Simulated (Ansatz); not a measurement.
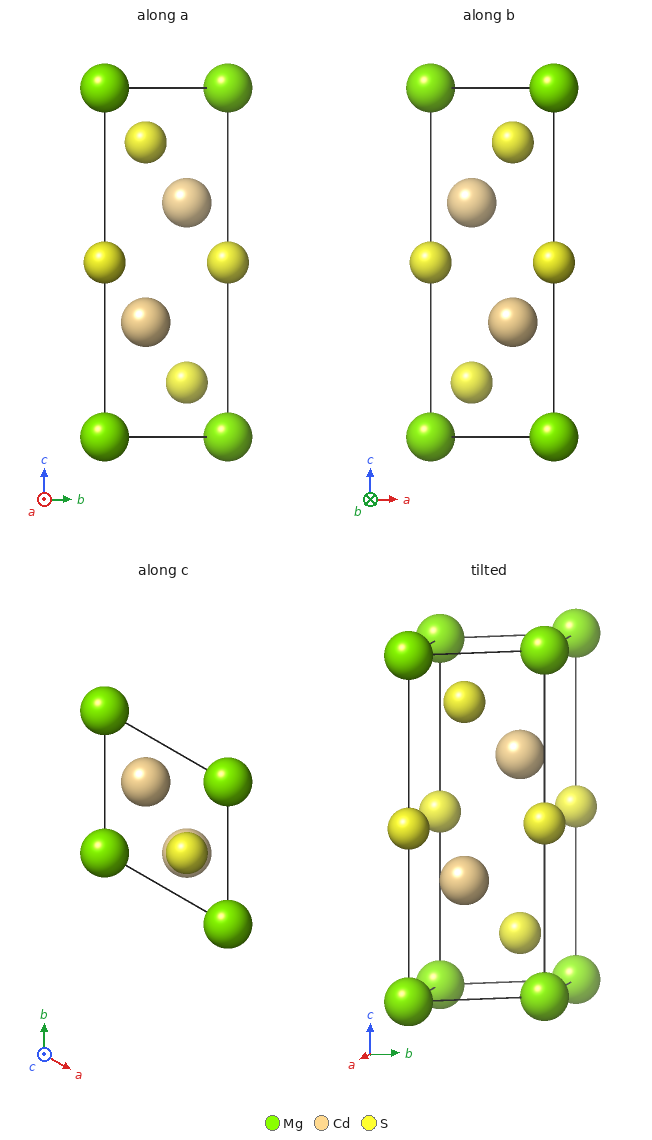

Spheres-only representation of a periodic structure, projected along the a axis, along the b axis, along the c axis and slightly off an axis. The outline marks the conventional unit cell.

Lattice parameters: a = 3.826 Å, b = 3.826 Å, c = 9.379 Å, α = 90.00°, β = 90.00°, γ = 120.00°.

**Set out the cell and atoms as a table of Wyckoff sites, with free fractional coordinates to two decimals.**

Space group P-3m1 (No. 164).
```tsv
atom	site	x	y	z
Mg	1a	0.00	0.00	0.00
Cd	2d	0.3333	0.6667	0.67
S	1b	0.00	0.00	0.50
S	2d	0.3333	0.6667	0.16
```

It goes back to a structure type filled with these elements by a generator (whether the compound takes this form wasn't checked). Earlier steps of the study, as a rule a relaxation of our own, may have changed the cell and positions, so they can lie some per cent off the listed ones. A calculation with Ansatz used it as input.
